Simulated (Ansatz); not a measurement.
**RbBiBr6: a short molecular-dynamics run**

What does RbBiBr6 do over 60 steps of 0.5 fs under a Langevin thermostat at 900 K? The cell is a randomly packed cell of 8 atoms, taken as it stands, without a relaxation.

Method: DFT PBE, plane waves, PAW, scalar-relativistic, no spin polarisation, in Ansatz 0.2.0.

**1. Starting point**

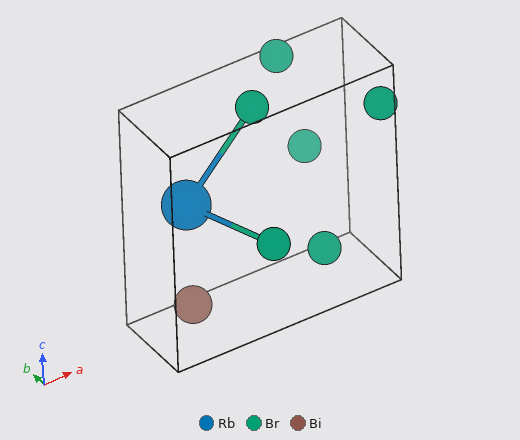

The starting structure, seen slightly off an axis (rubidium blue, bromine teal, bismuth brown). Each atom of the cell is drawn once.

Coordinates:

```
Rb Br Bi
1.0
     7.80896    0.10245    1.15048
     0.80241    6.02944   -0.36938
     1.04210    1.26283    6.53743
Rb Br Bi
1 6 1
Direct
  0.17344 0.57218 0.54526
  0.73022 0.36431 0.15009
  0.43888 0.05338 0.36401
  0.65209 0.82792 0.97658
  0.42964 0.34165 0.94204
  0.94368 0.09658 0.79197
  0.79391 0.97633 0.46259
  0.25208 0.87279 0.98088
```

**2. Dynamics**

Input file input.yaml:

```yaml
crystal:
  lattice:
    - [7.808962, 0.102452, 1.150482]
    - [0.802407, 6.029445, -0.369378]
    - [1.042096, 1.262827, 6.537426]
  atoms:
    - { symbol: Rb, position: [0.173444, 0.572179, 0.545259] }
    - { symbol: Br, position: [0.730219, 0.364308, 0.150091] }
    - { symbol: Br, position: [0.438884, 0.053378, 0.364009] }
    - { symbol: Br, position: [0.652092, 0.827918, 0.976578] }
    - { symbol: Br, position: [0.429637, 0.34165, 0.942039] }
    - { symbol: Br, position: [0.943677, 0.096578, 0.791967] }
    - { symbol: Br, position: [0.793908, 0.97633, 0.462585] }
    - { symbol: Bi, position: [0.252076, 0.87279, 0.980878] }
kpoints:
  mp_grid: { grid: [2, 3, 3] }
magnetization:
  spin_polarized: false
scf:
  occupations: { method: fermi_dirac, width: 0.1 }
hamiltonian:
  pseudopotentials: { kind: paw }
  xc: pbe
basis:
  ecutwfc: 420
md:
  timestep: 0.5
  n_steps: 60
  ensemble: nvt_langevin
  temperature: 900.0
  initial_velocities: maxwell_boltzmann
  seed: 527402
```

Command:

```sh
ansatz run input.yaml --threads 2 --pin off --max-ram 2560MiB --backend cpu --events-out ev --progress --plain --runs-dir out
```

Output, shortened:

```text
Warning: md: disabling space-group detection — thermal motion breaks the input geometry's symmetry, so no spatial operation reduces the k-mesh or symmetrises the density; time reversal is kept, so that k and −k are solved as one point where they differ and the mesh holds both, and exact [...]
Warning: RAYON_NUM_THREADS=2 ignored (pool sized by the plan → 2); use --threads N
[...]
Pseudopotentials: kind: paw
Pseudopotential: Rb, paw, valence charge 9, recommended cutoff 420 eV (normal), Rb.paw.azcp
Pseudopotential: Br, paw, valence charge 7, recommended cutoff 420 eV (normal), Br.paw.azcp
Pseudopotential: Bi, paw, valence charge 15, recommended cutoff 420 eV (normal), Bi.paw.azcp
Functional definition: PBE
[...]
Crystal: 8 atoms, lattice volume = 304.809 Å³
Basis set: ecut = 420 eV, 5959 PW (Γ), exchange–correlation on 108×90×96 points (8 copies of the dense FFT grid, shifted against one another)
Bands: 41, of which v1, the nominal top of the filled ones, is band 33 counted from 1 (32 counted from 0)
Symmetry: 1 space group operations
k-points: 10 of 18 (time reversal used)
[...]
SCF iter   1: F=—  HF=-32363.951546 eV  |F-HF|=—  |Δ(HF+E_count)|=         —  Δρ=2.69e-3  dr2=4.96e-2  ethr=1.77e-3  ⟨swp⟩=11.7  Hψ=2202  notcnv=0
[...]
md step     0: t =     0.00 fs  T =   787.5 K  F+E_penalty+E_count = -32363.94504466 eV  E_kin = 0.814338 eV  (10 SCF iters)
[...]
md step     1: t =     0.50 fs  T =   794.2 K  F+E_penalty+E_count = -32363.94830353 eV  E_kin = 0.821245 eV  (7 SCF iters)
[...]
SCF iter   4: F=—  HF=-32363.952208 eV  |F-HF|=—  |Δ(HF+E_count)|=   8.37e-7  Δρ=1.56e-5  dr2=1.58e-6  ethr=1.23e-8  ⟨swp⟩=3.0  Hψ=702  notcnv=0
```

**3. More of the same log**

Output, continued, shortened:

```text
SCF iter   5: F=—  HF=-32363.952252 eV  |F-HF|=—  |Δ(HF+E_count)|=   4.41e-5  Δρ=3.95e-6  dr2=1.38e-7  ethr=2.40e-9  ⟨swp⟩=2.0  Hψ=733  notcnv=0
[...]
md step     2: t =     1.00 fs  T =   783.9 K  F+E_penalty+E_count = -32363.95225216 eV  E_kin = 0.810646 eV  (7 SCF iters)
[...]
md step    16: t =     8.00 fs  T =   930.6 K  F+E_penalty+E_count = -32364.06732285 eV  E_kin = 0.962306 eV  (4 SCF iters)
[...]
md step    30: t =    15.00 fs  T =  1363.2 K  F+E_penalty+E_count = -32364.26179186 eV  E_kin = 1.409654 eV  (7 SCF iters)
[...]
md step    44: t =    22.00 fs  T =  1654.4 K  F+E_penalty+E_count = -32364.54463104 eV  E_kin = 1.710736 eV  (4 SCF iters)
[...]
md step    58: t =    29.00 fs  T =  1592.0 K  F+E_penalty+E_count = -32364.86503258 eV  E_kin = 1.646246 eV  (3 SCF iters)
md step    59: t =    29.50 fs  T =  1532.4 K  F+E_penalty+E_count = -32364.88924203 eV  E_kin = 1.584625 eV  (3 SCF iters)
[...]
md step    60: t =    30.00 fs  T =  1617.6 K  F+E_penalty+E_count = -32364.91355440 eV  E_kin = 1.672778 eV  (7 SCF iters)
SCF converged after 7 iterations
Free energy (F): -32364.913554 eV
[...]
E sigma→0 (E₀):  -32364.834803 eV
Entropy (-TS):   -0.157503 eV (-19.688 meV/atom)
Fermi energy:    2.835255 eV
[...]
--- Forces (eV/Å), atoms counted from 1 ---
  atom   1  Rb    -0.10067758    -0.33653977     0.04020308
  atom   2  Br     0.32509572     0.70449917     0.47781402
  atom   3  Br    -1.26602269    -0.36898316     1.04109295
  atom   4  Br    -0.70445121    -1.36361856    -0.08257549
  atom   5  Br    -1.28192888    -0.03763703    -0.84263879
  atom   6  Br     1.97512780    -0.03937072     0.15879553
  atom   7  Br     0.41812132     0.38799081    -0.51642608
  atom   8  Bi     0.63470998     1.05365021    -0.27625657
[...]
--- MD trajectory: 60 steps, t = 0.0 → 30.0 fs ---
  final state: T = 1617.6 K   F+E_penalty+E_count = -32364.91355440 eV   E_kin = 1.672778 eV
```

Run time: 1.7 min. Hardware: 2 threads of Intel Xeon 6975P-C (Granite Rapids), shared host; peak memory 0.68 GiB.

**4. Frames and traces**

The trajectory, every 5 steps (energies from step 0); msd is the mean square displacement from the start, the centre of mass held:

```tsv
time (fs)	T (K)	potential energy change (meV/atom)	msd Br (Å²)	msd Bi (Å²)	msd Rb (Å²)
0.0	788	0.0	0.000	0.000	0.000
2.5	731	-2.9	0.000	0.000	0.000
5.0	762	-8.2	0.001	0.000	0.000
7.5	892	-14.0	0.001	0.001	0.000
10.0	1076	-20.5	0.002	0.002	0.001
12.5	1287	-28.9	0.004	0.003	0.001
15.0	1363	-39.6	0.006	0.005	0.002
17.5	1331	-51.3	0.009	0.007	0.003
20.0	1385	-63.6	0.012	0.009	0.003
22.5	1688	-77.9	0.015	0.012	0.003
25.0	1679	-92.5	0.020	0.016	0.004
27.5	1502	-106.4	0.025	0.020	0.004
30.0	1618	-121.1	0.031	0.024	0.004
```

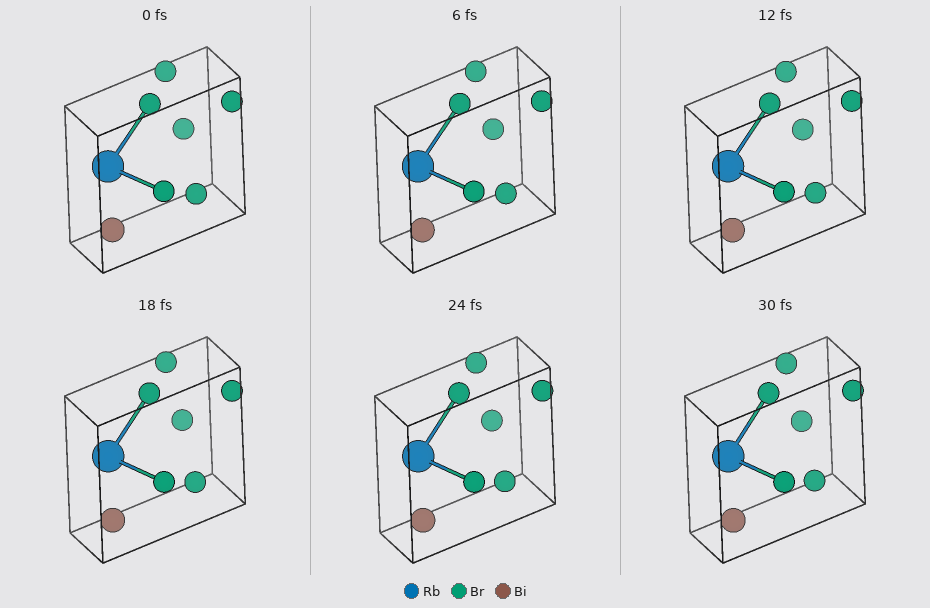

Six frames of the run, seen slightly off an axis. Each atom of the cell is drawn once. Atoms are followed across the cell's faces. Sticks are the contacts of the first frame, kept unless stretched by 40 %.

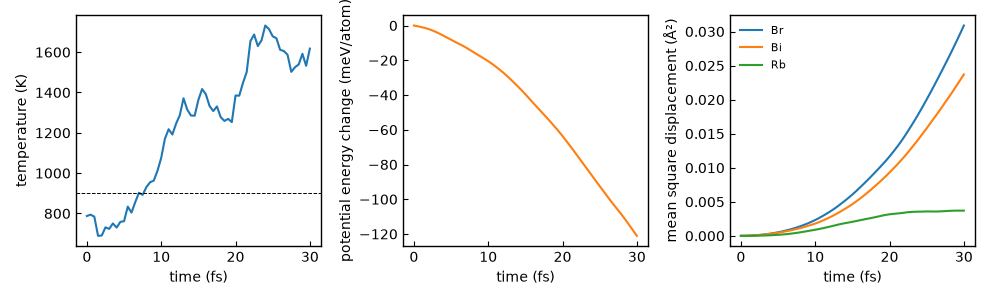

Traces against time; each panel has its own scale. The dashed line is the set temperature.

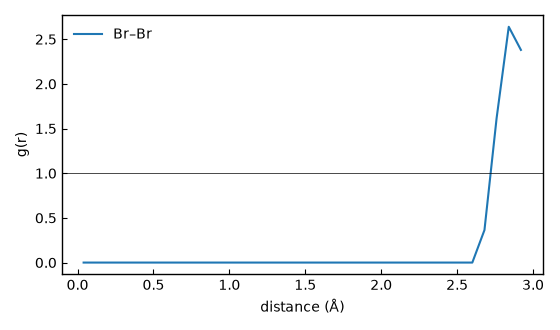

Pair distribution functions over the second half of the run, in bins of 0.08 Å, lightly smoothed, out to 3.0 Å.

**5. Snapshots as a file**

Extended XYZ, with forces in eV/Å:

```xyz
8
Lattice="7.809 0.102 1.150 0.802 6.029 -0.369 1.042 1.263 6.537" Properties=species:S:1:pos:R:3:forces:R:3 pbc="T T T" time_fs=4.0 T=730 dE=-0.0475
Rb    2.386    4.165    3.550   -0.014   -0.250    0.026
Br    6.151    2.479    1.694    0.668    1.090    0.608
Br    3.843    0.809    2.863   -1.375   -0.398    1.252
Br    6.778    6.276    6.832   -1.184   -1.462   -0.231
Br    4.610    3.293    6.537   -1.462    0.286   -0.805
Br    8.260    1.669    6.245    2.021   -0.224    0.132
Br    7.450    6.545    3.571    0.361    0.098   -0.577
Bi    3.698    6.540    6.370    0.985    0.859   -0.405
8
Lattice="7.809 0.102 1.150 0.802 6.029 -0.369 1.042 1.263 6.537" Properties=species:S:1:pos:R:3:forces:R:3 pbc="T T T" time_fs=7.5 T=892 dE=-0.1118
Rb    2.392    4.176    3.551   -0.025   -0.264    0.023
Br    6.150    2.500    1.704    0.637    1.081    0.617
Br    3.835    0.790    2.860   -1.374   -0.395    1.251
Br    6.779    6.264    6.830   -1.137   -1.493   -0.220
Br    4.608    3.291    6.545   -1.458    0.254   -0.825
Br    8.256    1.660    6.258    2.051   -0.205    0.124
Br    7.438    6.540    3.564    0.357    0.128   -0.584
Bi    3.705    6.550    6.361    0.949    0.894   -0.386
8
Lattice="7.809 0.102 1.150 0.802 6.029 -0.369 1.042 1.263 6.537" Properties=species:S:1:pos:R:3:forces:R:3 pbc="T T T" time_fs=11.0 T=1218 dE=-0.1888
Rb    2.399    4.188    3.549   -0.036   -0.278    0.024
Br    6.147    2.524    1.717    0.606    1.065    0.612
Br    3.832    0.770    2.859   -1.373   -0.393    1.244
Br    6.779    6.248    6.826   -1.080   -1.517   -0.205
Br    4.603    3.291    6.554   -1.451    0.215   -0.841
Br    8.251    1.647    6.267    2.068   -0.178    0.118
Br    7.421    6.535    3.557    0.354    0.163   -0.586
Bi    3.714    6.561    6.353    0.912    0.923   -0.366
8
Lattice="7.809 0.102 1.150 0.802 6.029 -0.369 1.042 1.263 6.537" Properties=species:S:1:pos:R:3:forces:R:3 pbc="T T T" time_fs=15.0 T=1363 dE=-0.3167
Rb    2.406    4.198    3.547   -0.049   -0.294    0.028
Br    6.149    2.553    1.734    0.559    1.015    0.594
Br    3.826    0.745    2.862   -1.369   -0.388    1.225
Br    6.773    6.229    6.820   -1.009   -1.523   -0.189
Br    4.596    3.291    6.565   -1.431    0.168   -0.851
Br    8.251    1.626    6.276    2.074   -0.143    0.121
Br    7.399    6.527    3.547    0.358    0.211   -0.582
Bi    3.726    6.577    6.344    0.867    0.953   -0.345
8
Lattice="7.809 0.102 1.150 0.802 6.029 -0.369 1.042 1.263 6.537" Properties=species:S:1:pos:R:3:forces:R:3 pbc="T T T" time_fs=19.0 T=1269 dE=-0.4678
Rb    2.412    4.203    3.543   -0.062   -0.308    0.032
Br    6.155    2.579    1.750    0.501    0.951    0.571
Br    3.819    0.720    2.866   -1.354   -0.383    1.197
Br    6.764    6.206    6.810   -0.941   -1.507   -0.171
Br    4.582    3.290    6.574   -1.397    0.120   -0.855
Br    8.254    1.603    6.286    2.070   -0.112    0.123
Br    7.377    6.518    3.537    0.368    0.260   -0.572
Bi    3.738    6.593    6.333    0.816    0.979   -0.325
8
Lattice="7.809 0.102 1.150 0.802 6.029 -0.369 1.042 1.263 6.537" Properties=species:S:1:pos:R:3:forces:R:3 pbc="T T T" time_fs=22.5 T=1688 dE=-0.6231
Rb    2.415    4.205    3.541   -0.074   -0.318    0.035
Br    6.157    2.605    1.763    0.447    0.884    0.547
Br    3.811    0.699    2.873   -1.330   -0.382    1.152
Br    6.757    6.180    6.799   -0.870   -1.470   -0.140
Br    4.570    3.290    6.581   -1.364    0.070   -0.852
Br    8.260    1.586    6.293    2.046   -0.091    0.132
Br    7.361    6.509    3.528    0.379    0.304   -0.564
Bi    3.751    6.605    6.324    0.765    1.004   -0.311
8
Lattice="7.809 0.102 1.150 0.802 6.029 -0.369 1.042 1.263 6.537" Properties=species:S:1:pos:R:3:forces:R:3 pbc="T T T" time_fs=26.0 T=1612 dE=-0.7855
Rb    2.416    4.204    3.540   -0.086   -0.327    0.038
Br    6.161    2.637    1.776    0.392    0.802    0.513
Br    3.804    0.677    2.881   -1.298   -0.378    1.100
Br    6.749    6.151    6.786   -0.793   -1.421   -0.109
Br    4.557    3.289    6.587   -1.329    0.018   -0.848
Br    8.269    1.567    6.298    2.013   -0.064    0.147
Br    7.344    6.497    3.517    0.393    0.345   -0.546
Bi    3.765    6.617    6.314    0.708    1.025   -0.294
8
Lattice="7.809 0.102 1.150 0.802 6.029 -0.369 1.042 1.263 6.537" Properties=species:S:1:pos:R:3:forces:R:3 pbc="T T T" time_fs=30.0 T=1618 dE=-0.9685
Rb    2.417    4.202    3.539   -0.101   -0.337    0.040
Br    6.166    2.671    1.792    0.325    0.704    0.478
Br    3.795    0.653    2.891   -1.266   -0.369    1.041
Br    6.743    6.119    6.775   -0.704   -1.364   -0.083
Br    4.542    3.285    6.594   -1.282   -0.038   -0.843
Br    8.281    1.547    6.308    1.975   -0.039    0.159
Br    7.329    6.486    3.504    0.418    0.388   -0.516
Bi    3.780    6.630    6.305    0.635    1.054   -0.276
```

**6. Outcome**

| quantity | value |
| --- | --- |
| length | 60 steps of 0.5 fs |
| temperature, first and last step | 788 and 1618 K |
| temperature, second half | mean 1499 K, from 1253 to 1732 K |
| potential energy, second half | -79 meV/atom from the start |
| mean square displacement, second half | Br 0.017, Bi 0.013, Rb 0.003 Å² |

Against a set 900 K the second half averages 1499 K with a spread of 150 K (in equilibrium 8 atoms would scatter by about 260 K, over a far longer run); the potential energy of that half lies 79 meV/atom under the start, so the atoms have moved to lower-lying arrangements, and the energy set free heats the cell. Over the second half Br atoms stand 0.1 Å (root mean square) from where they began, and the farthest move is 0.2 Å. A run of 30 fs with 8 atoms shows the motion but fixes no equilibrium value.
